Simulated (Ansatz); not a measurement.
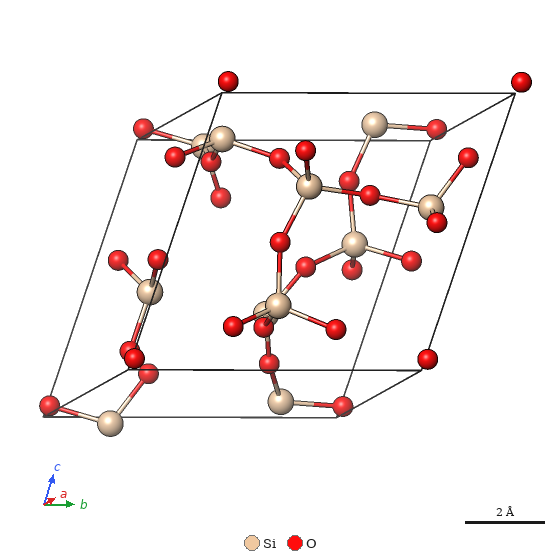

Crystal structure, ball-and-stick style, seen from a general direction. The supercell is outlined; an atom on or near a face, edge or corner is repeated at each equivalent position. The host is SiO₂, in a cell of 27 sites, and the cell carries a charge of +1.

### What defect is present?

An oxygen vacancy. Around the empty site lie two Si at about 1.5 to 1.6 Å.

Electronic-structure method: DFT PBE, scalar-relativistic, plane waves, PAW (Ansatz 0.2.0). Parameters: plane waves up to 420 eV, k-point mesh 2×2×2, Gaussian smearing of 0.01 eV, collinear spins.

### Is a magnetic moment found?

Yes, 1.0 μB in the cell.

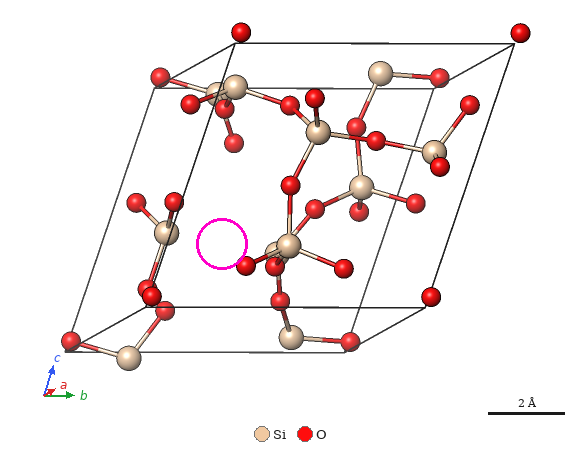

The same cell with a ring at the defect's site.

The atoms were relaxed in the host's cell with DFT PBE, scalar-relativistic, plane waves, PAW (Ansatz).
